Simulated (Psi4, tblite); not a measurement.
Interaction energy of C2H6O ··· H4OSi (SMILES COC and O[SiH3]). Monomers: optimised at B3LYP-D3(BJ) (def2-TZVP), held rigid. Orientation: lowest of the rigid-body minima from ten starts at GFN2-xTB. Only R, the distance of the centres of mass, is varied, so the lowest point isn't the relaxed dimer.

Geometry at R = 3.61 Å (first 9 atoms: monomer A):
```
15

C     -1.1686    -0.0793     0.0554
O     -0.0055    -0.7053    -0.4358
C      1.1680     0.0008    -0.1039
H     -1.1521    -0.0040     1.1510
H     -2.0197    -0.6880    -0.2460
H     -1.2863     0.9311    -0.3588
H      1.2945     0.0808     0.9842
H      1.1599     1.0145    -0.5265
H      2.0099    -0.5506    -0.5197
Si     1.0653    -3.4869     1.8477
O      0.0515    -3.3479     0.5502
H      0.7108    -2.5283     2.9238
H      0.9071    -4.8704     2.3363
H      2.4790    -3.2456     1.4656
H      0.0097    -2.5084     0.0867
```

GFN2-xTB (tblite); SAPT0/jun-cc-pVDZ, frozen core (Psi4).

Interaction energies in kcal/mol (negative: bound); R is the distance of the centres of mass, d the O2···H15 distance.

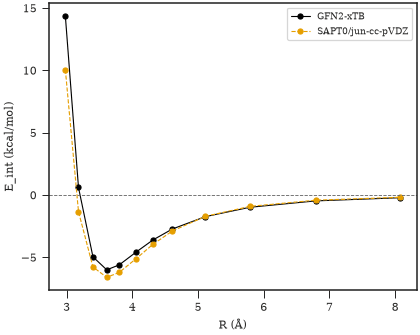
Fig. 1. Interaction energy against separation.

```csv
R / Å,d / Å,GFN2-xTB,SAPT0/jun-cc-pVDZ
2.98,1.28,14.36,10.06
3.18,1.47,0.60,-1.33
3.40,1.68,-4.96,-5.78
3.61,1.88,-6.00,-6.61
3.80,2.06,-5.61,-6.21
4.05,2.31,-4.61,-5.14
4.31,2.56,-3.62,-3.97
4.61,2.86,-2.73,-2.88
5.11,3.35,-1.74,-1.72
5.79,4.02,-0.98,-0.91
6.79,5.02,-0.47,-0.42
8.07,6.29,-0.22,-0.19
```

Lowest grid point: GFN2-xTB -6.00 kcal/mol at R = 3.61 Å; SAPT0/jun-cc-pVDZ -6.61 kcal/mol at R = 3.61 Å.
